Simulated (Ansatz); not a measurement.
# The cluster LiCl₂−: one molecule under many settings

Aim: run the cluster LiCl₂− under a spread of inputs, and see what each costs and gives.

The runs use Ansatz 0.2.0, Gaussian basis; the settings change from run to run.

## Step 1: The geometry

The structure was relaxed beforehand with r2SCAN-D4 in a triple-zeta def2 set.

3 atoms, charge -1, spin multiplicity 1.

Atoms are counted from 1 here; the program's logs count them from 0.

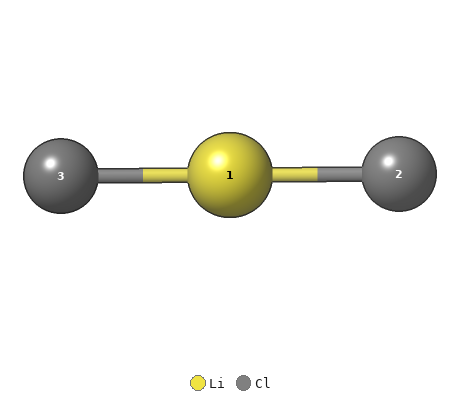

The structure; lithium yellow, chlorine grey; atoms are numbered from 1 in the order of the file.

Geometry (Å):

```xyz
3
Cl2Li
Li   -0.00012   -0.00022    0.00008
Cl   -1.07038   -0.03340   -1.87811
Cl    1.07051    0.03364    1.87804
```

## Step 2: wPBEh/STO-3G

This run has the search for lower states set to full.

in.yaml

```yaml
crystal:
  periodic: [false, false, false]
  atoms:
    - {symbol: Li, position_ang: [-0.000123, -0.000225, 0.000077]}
    - {symbol: Cl, position_ang: [-1.070382, -0.033403, -1.878113]}
    - {symbol: Cl, position_ang: [1.070505, 0.033638, 1.878036]}
basis:
  gaussian: {orbitals: STO-3G}
total_charge: -1
hamiltonian: {xc: {name: wPBEh}}
scf: {lower_state_search: full}
output: {forces: true}
```

Run with:

```console
$ ansatz run in.yaml --threads 4 --pin off --events-out ev --progress --plain --max-ram 3916MiB
```

Log (excerpt; [...] marks lines left out):

```text
Functional definition: wPBEh
  name "wPBEh"
  cite "Heyd, Scuseria & Ernzerhof, J. Chem. Phys. 118, 8207 (2003) doi:10.1063/1.1564060"
  cite "Krukau, Vydrov, Izmaylov & Scuseria, J. Chem. Phys. 125, 224106 (2006) doi:10.1063/1.2404663"
  cite "Heyd & Scuseria, J. Chem. Phys. 120, 7274 (2004) doi:10.1063/1.1668634"
  cite "Ernzerhof & Perdew, J. Chem. Phys. 109, 3313 (1998) doi:10.1063/1.476928"
  cite "Perdew, Burke & Ernzerhof, Phys. Rev. Lett. 77, 3865 (1996) doi:10.1103/PhysRevLett.77.3865"
  parent pbe
[...]
244 factors; integrals over basis functions are off by at most 4.8e-4 eV
37 factors; integrals over basis functions are off by at most 9.5e-7 eV
[...]
a density is far from that of the atoms, so the factors are made again for it
260 factors; integrals over basis functions are off by at most 1.6e-5 eV
37 factors; integrals over basis functions are off by at most 5.2e-7 eV
[...]
mean field -24972.04474607 eV, -917.7057177582 hartree, gradient 1.3e-5 eV, S^2 0.000000; 0 other end points of the search recorded, 0 dependent functions left out
[...]
reference -24972.04478826 eV, -917.7057193088 hartree; 19, 19 occupied and 4, 4 virtual orbitals, 260 factors
Total energy: -24972.04478826 eV, -917.7057193088 hartree
Atom 0 at    -0.000123    -0.000225     0.000077 Å, force     0.000284     0.000554    -0.000213 eV/Å
Atom 1 at    -1.070382    -0.033403    -1.878113 Å, force     0.531715     0.016378     0.933240 eV/Å
Atom 2 at     1.070505     0.033638     1.878036 Å, force    -0.531999    -0.016932    -0.933027 eV/Å
Dipole moment:    -0.000040    -0.000076     0.000028 e Å
```

Run time: 0.45 s. Hardware: 4 threads of Arm Neoverse V1, shared host.

Largest force 1.074 eV/Å.

## Step 3: wPBEh/6-31G

Changes to in.yaml since step 2:

```diff
@@ -7,6 +7,6 @@
 basis:
-  gaussian: {orbitals: STO-3G}
+  gaussian: {orbitals: 6-31G}
 total_charge: -1
 hamiltonian: {xc: {name: wPBEh}}
-scf: {lower_state_search: full}
+scf: {omitted_lower_state_checks: [starts]}
 output: {forces: true}
```

Launched as before.

Log (excerpt; [...] marks lines left out):

```text
Functional definition: wPBEh
  name "wPBEh"
  cite "Heyd, Scuseria & Ernzerhof, J. Chem. Phys. 118, 8207 (2003) doi:10.1063/1.1564060"
  cite "Krukau, Vydrov, Izmaylov & Scuseria, J. Chem. Phys. 125, 224106 (2006) doi:10.1063/1.2404663"
  cite "Heyd & Scuseria, J. Chem. Phys. 120, 7274 (2004) doi:10.1063/1.1668634"
  cite "Ernzerhof & Perdew, J. Chem. Phys. 109, 3313 (1998) doi:10.1063/1.476928"
  cite "Perdew, Burke & Ernzerhof, Phys. Rev. Lett. 77, 3865 (1996) doi:10.1103/PhysRevLett.77.3865"
  parent pbe
[...]
406 factors; integrals over basis functions are off by at most 5.8e-5 eV
56 factors; integrals over basis functions are off by at most 4.0e-6 eV
[...]
mean field -25247.11240102 eV, -927.8142676299 hartree, gradient 2.9e-5 eV, S^2 0.000000; 0 other end points of the search recorded, 0 dependent functions left out
[...]
reference -25247.11245111 eV, -927.8142694709 hartree; 19, 19 occupied and 16, 16 virtual orbitals, 406 factors
Total energy: -25247.11245111 eV, -927.8142694709 hartree
Atom 0 at    -0.000123    -0.000225     0.000077 Å, force     0.000068     0.000163    -0.000090 eV/Å
Atom 1 at    -1.070382    -0.033403    -1.878113 Å, force    -0.094713    -0.003046    -0.166068 eV/Å
Atom 2 at     1.070505     0.033638     1.878036 Å, force     0.094645     0.002883     0.166158 eV/Å
Dipole moment:    -0.000118    -0.000220     0.000075 e Å
Checks for a lower state left out: starts
```

Wall time 0.45 s (4 threads of Arm Neoverse V1, shared host).

Largest force 0.191 eV/Å.

## Step 4: B3LYP5/def2-TZVPD

Changes to in.yaml since step 3:

```diff
@@ -7,5 +7,5 @@
 basis:
-  gaussian: {orbitals: 6-31G}
+  gaussian: {orbitals: def2-TZVPD}
 total_charge: -1
-hamiltonian: {xc: {name: wPBEh}}
+hamiltonian: {xc: {name: B3LYP5}}
 scf: {omitted_lower_state_checks: [starts]}
```

Launched as before.

Log (excerpt; [...] marks lines left out):

```text
Functional definition: B3LYP5
  name "B3LYP5"
  cite "Stephens, Devlin, Chabalowski & Frisch, J. Phys. Chem. 98, 11623 (1994) doi:10.1021/j100096a001"
  cite "Becke, Phys. Rev. A 38, 3098 (1988) doi:10.1103/PhysRevA.38.3098"
  cite "Lee, Yang & Parr, Phys. Rev. B 37, 785 (1988) doi:10.1103/PhysRevB.37.785"
  cite "Vosko, Wilk & Nusair, Can. J. Phys. 58, 1200 (1980) doi:10.1139/p80-159"
[...]
757 factors; their error is unknown
[...]
mean field -25254.34087539 eV, -928.0799091637 hartree, gradient 3.7e-5 eV, S^2 0.000000; 0 other end points of the search recorded, 0 dependent functions left out
[...]
reference -25254.34108649 eV, -928.0799169212 hartree; 19, 19 occupied and 90, 90 virtual orbitals, 757 factors
Total energy: -25254.34108649 eV, -928.0799169212 hartree
Atom 0 at    -0.000123    -0.000225     0.000077 Å, force     0.000111     0.000234    -0.000107 eV/Å
Atom 1 at    -1.070382    -0.033403    -1.878113 Å, force     0.000269    -0.000107     0.000622 eV/Å
Atom 2 at     1.070505     0.033638     1.878036 Å, force    -0.000380    -0.000127    -0.000516 eV/Å
Dipole moment:    -0.000104    -0.000196     0.000068 e Å
Checks for a lower state left out: starts
```

Run time: 0.8 s. Hardware: 4 threads of Arm Neoverse V1, shared host.

Largest force 0.001 eV/Å.

## Step 5: wPBEh/ANO-RCC-VTZP

This run has density fitting with def2-universal-jkfit.

Changes to in.yaml since step 4:

```diff
@@ -7,6 +7,5 @@
 basis:
-  gaussian: {orbitals: def2-TZVPD}
+  gaussian: {orbitals: ANO-RCC-VTZP, fitting: {mean_field: def2-universal-jkfit}}
 total_charge: -1
-hamiltonian: {xc: {name: B3LYP5}}
+hamiltonian: {xc: {name: wPBEh}}
 scf: {omitted_lower_state_checks: [starts]}
-output: {forces: true}
```

The command is unchanged.

Log (excerpt; [...] marks lines left out):

```text
Functional definition: wPBEh
  name "wPBEh"
  cite "Heyd, Scuseria & Ernzerhof, J. Chem. Phys. 118, 8207 (2003) doi:10.1063/1.1564060"
  cite "Krukau, Vydrov, Izmaylov & Scuseria, J. Chem. Phys. 125, 224106 (2006) doi:10.1063/1.2404663"
  cite "Heyd & Scuseria, J. Chem. Phys. 120, 7274 (2004) doi:10.1063/1.1668634"
  cite "Ernzerhof & Perdew, J. Chem. Phys. 109, 3313 (1998) doi:10.1063/1.476928"
  cite "Perdew, Burke & Ernzerhof, Phys. Rev. Lett. 77, 3865 (1996) doi:10.1103/PhysRevLett.77.3865"
  parent pbe
[...]
307 factors; integrals over basis functions are off by at most 7.8e-1 eV
307 factors; integrals over basis functions are off by at most 1.6e-5 eV
[...]
mean field -25327.18744377 eV, -930.7569711745 hartree, gradient 5.3e-5 eV, S^2 0.000000; 0 other end points of the search recorded, 0 dependent functions left out
reference -25327.18749283 eV, -930.7569729771 hartree; 19, 19 occupied and 79, 79 virtual orbitals, 307 factors
Total energy: -25327.18749283 eV, -930.7569729771 hartree
Relativity: scalar
Checks for a lower state left out: starts
```

It took 1 s on 4 threads of Arm Neoverse V1, shared host.

## Step 6: The runs in one table

| level | charge | multiplicity | geometry | functions | energy (eV) | time |
| --- | --- | --- | --- | --- | --- | --- |
| wPBEh/STO-3G | -1 | 1 | relaxed | 23 | -24972.045 | 0.45 s |
| wPBEh/6-31G | -1 | 1 | relaxed | 35 | -25247.112 | 0.45 s |
| B3LYP5/def2-TZVPD | -1 | 1 | relaxed | 109 | -25254.341 | 0.8 s |
| wPBEh/ANO-RCC-VTZP | -1 | 1 | relaxed | 98 | -25327.187 | 1 s |

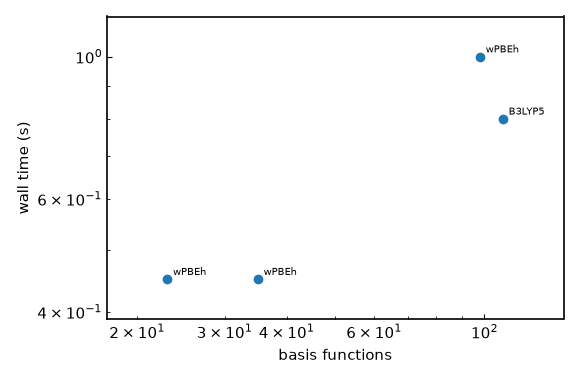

Wall time against the number of basis functions (shared host).

## Step 7: Summary of results

```
                                         quantity                    value
                                             runs                        4
                                         quickest     wPBEh/STO-3G, 0.45 s
                                          slowest  wPBEh/ANO-RCC-VTZP, 1 s
spread of total energies, same state and geometry                 355.1 eV
```

In words: Run time spans a factor of 2, from wPBEh/STO-3G to wPBEh/ANO-RCC-VTZP. The jobs differ in tasks and options as well as level. The totals spread over 355 eV; they can't be compared across methods or bases. Some of these runs are scalar-relativistic and others not, which shifts the totals of all-electron atoms past neon by eV; core potentials, where a basis has them, take the core out of the total altogether. At the r2SCAN-D4/def2-TZVPD geometry and in the same state, runs without warnings or point charges leave forces up to 1.07 eV/Å (wPBEh/STO-3G).
